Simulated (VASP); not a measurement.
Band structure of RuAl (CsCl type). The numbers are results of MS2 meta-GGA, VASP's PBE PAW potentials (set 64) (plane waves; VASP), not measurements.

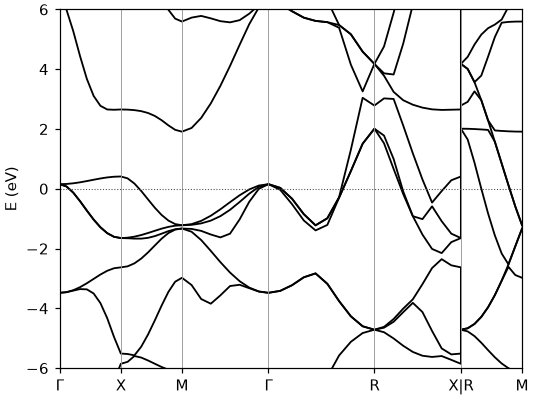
Bands along high-symmetry lines, zero at the valence-band maximum or, without a gap, the Fermi level

**Question.** Read the plot: is there a gap, and where are the band edges?

**Answer.** It has no gap at this level: it comes out as a metal or semimetal.

The compound is RuAl in the CsCl type structure. It was relaxed first. The electron count is odd and the run is not spin-polarised, which forces a metal.
